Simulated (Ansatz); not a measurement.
## Single-point calculation, with input and output: C₃H₁₂InN

System: C₃H₁₂InN.
Method: RKS PBE0-D4/def2-TZVPP (Ansatz 0.2.0).

The geometry comes from this level: PBE0-D4/def2-TZVP.

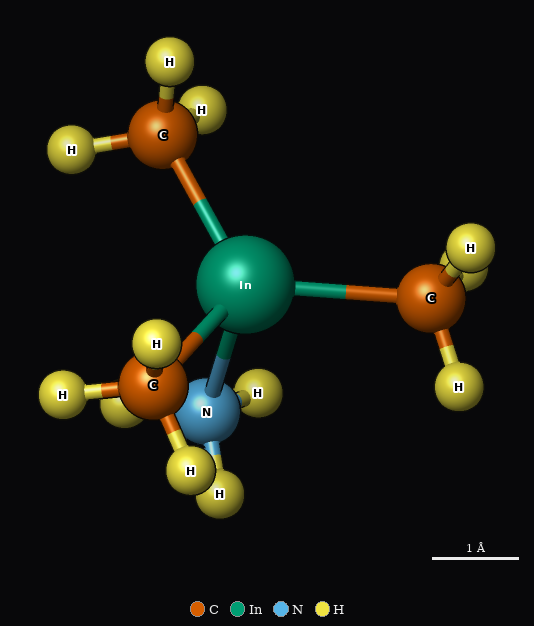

The structure as given in the input (ball-and-stick view, seen at a tilt). Sticks mark near contacts.

**The input**
```yaml
crystal:
  periodic: [false, false, false]
  atoms:
    - {symbol: C, position_ang: [-1.122148, 0.920555, -1.742358]}
    - {symbol: In, position_ang: [0.197591, -0.143555, -0.375970]}
    - {symbol: C, position_ang: [2.157121, 0.697218, 0.064909]}
    - {symbol: C, position_ang: [-0.143010, -2.264469, -0.019946]}
    - {symbol: N, position_ang: [-0.875587, 0.631507, 1.667085]}
    - {symbol: H, position_ang: [-1.060139, 2.001961, -1.596673]}
    - {symbol: H, position_ang: [-0.846263, 0.713602, -2.779359]}
    - {symbol: H, position_ang: [-2.162586, 0.612229, -1.612536]}
    - {symbol: H, position_ang: [2.581475, 0.265558, 0.974913]}
    - {symbol: H, position_ang: [2.107086, 1.782193, 0.186389]}
    - {symbol: H, position_ang: [2.854129, 0.490901, -0.751137]}
    - {symbol: H, position_ang: [-1.210241, -2.494889, 0.029335]}
    - {symbol: H, position_ang: [0.325992, -2.592654, 0.911056]}
    - {symbol: H, position_ang: [0.283738, -2.861476, -0.829750]}
    - {symbol: H, position_ang: [-1.055761, 1.627703, 1.626670]}
    - {symbol: H, position_ang: [-1.760478, 0.160228, 1.813210]}
    - {symbol: H, position_ang: [-0.290121, 0.452988, 2.474462]}
basis:
  gaussian: {orbitals: def2-TZVPP}
hamiltonian: {xc: pbe0, dispersion: d4}
output: {orbitals: {seedname: orbitals}}
```

Launched with:
```bash
ansatz run in.yaml --threads 4 --pin off --events-out ev --progress --plain --max-ram 11315MiB
```

**Log**
```
Functional definition: PBE0
  name "PBE0"
  cite "Adamo & Barone, J. Chem. Phys. 110, 6158 (1999) doi:10.1063/1.478522"
  cite "Perdew, Burke & Ernzerhof, Phys. Rev. Lett. 77, 3865 (1996) doi:10.1103/PhysRevLett.77.3865"
  parent pbe
  parameter a = 0.25
  parameter kappa = 0.804
  parameter beta = 0.06672455060314922
  exchange = (1 - a)*pbe_x(kappa = kappa, mu = beta*pi^2/3) + a*exact_x
  correlation = pbe_c(beta = beta)
1884 factors; their error is unknown
mean field evaluation 1: about -9945.6728 eV, gradient 1.0e2 eV
mean field evaluation 2: about -9935.6829 eV, gradient 1.1e2 eV
mean field evaluation 4: about -9967.0598 eV, gradient 5.1e0 eV
mean field evaluation 8: about -9967.1126 eV, gradient 3.5e-2 eV
mean field evaluation 16: about -9967.1463 eV, gradient 4.6e-5 eV
mean field -9967.14627697 eV, -366.2858697042 hartree, gradient 4.6e-5 eV, S^2 0.000000; 0 other end points of the search recorded, 0 dependent functions left out
reference -9967.14631956 eV, -366.2858712693 hartree; 29, 29 occupied and 313, 313 virtual orbitals, 1884 factors
Total energy: -9967.41590273 eV, -366.2957782681 hartree
```

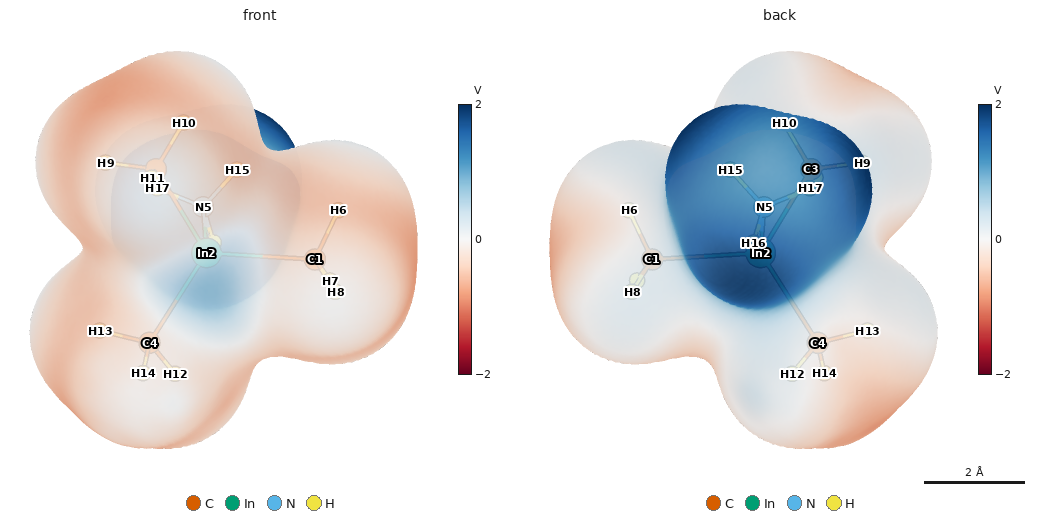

The electrostatic potential painted on the density surface at 0.001 e/bohr³, seen at a tilt and from behind; the colour scale runs from red (negative) to blue (positive).

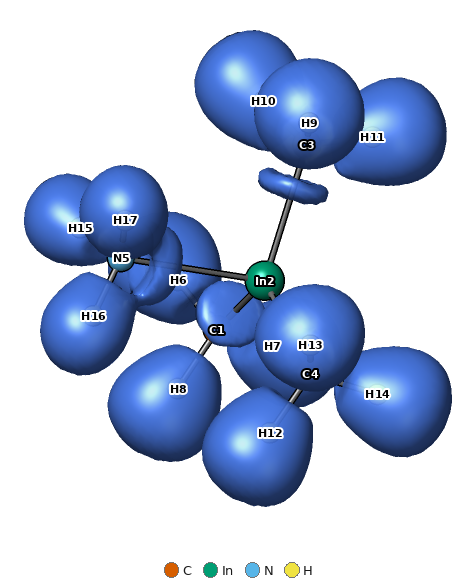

Isosurface of the ELF at 0.8 (blue), seen at an oblique angle. Only the valence region is drawn (cores and ρ < 0.01 e/Å³ removed). Profiles from the grid: C–In (2.18 Å): the ELF peaks at about 0.90 in the valence shell of C, 0.7 Å from its nucleus, and drops to about 0.20 between the two atoms. In–N (2.43 Å): the ELF peaks at about 0.95 in the valence shell of N, 0.7 Å from its nucleus, and drops to about 0.10 between the two atoms, which marks ionic bonding with no shared pair.

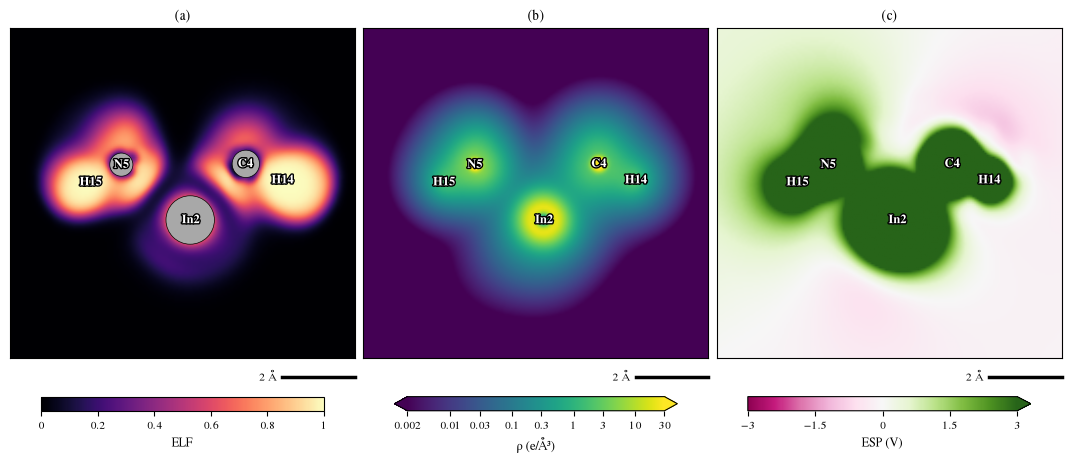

(a) ELF; (b) total electron density; (c) molecular electrostatic potential on the plane of atoms In2, C4 and H14. Grey discs, where drawn, cover atomic cores. The section cuts through In, C, N and H sites. C–In (2.18 Å): ρ at the midpoint is about 0.64 e/Å³; the ELF peaks at about 0.95 in the valence shell of C, 0.7 Å from its nucleus, and drops to about 0.20 between the two atoms. In–N (2.43 Å): ρ is about 0.31 e/Å³ halfway; the ELF peaks at about 0.95 in the valence shell of N, 0.7 Å from its nucleus, and drops to about 0.10 between the two atoms, as expected for ionic bonding with no shared pair. C–H (1.09 Å): ρ at the midpoint is about 1.9 e/Å³; the ELF climbs to about 1 towards the hydrogen; a covalent bond by its length.

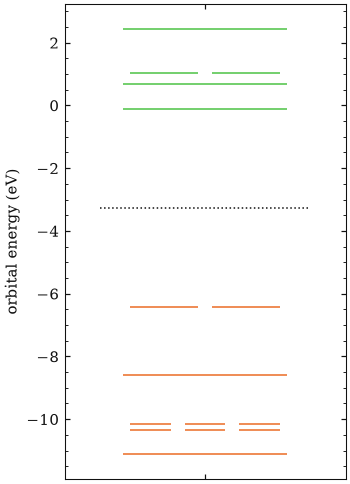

Orbital energies near the frontier; the dotted line parts filled from empty levels, and levels within 0.02 eV of each other stand side by side. Highest filled −6.42 eV, lowest empty −0.13 eV, 6.29 eV apart.

**Summary**

| quantity | value |
| --- | --- |
| outcome | converged |
| total energy | −9967.4159 eV |
| mean-field energy | −9967.1463 eV |
| dispersion energy | −0.2696 eV |
| SCF solution under orbital rotations | stable |
| HOMO | −6.42 eV |
| LUMO | −0.13 eV |
| hardware | 4 threads of Arm Neoverse V1, 23 GiB of memory available, shared host |
| wall time | 7.5 s (CPU time 26 s) |
| peak memory | 1.1 GiB |
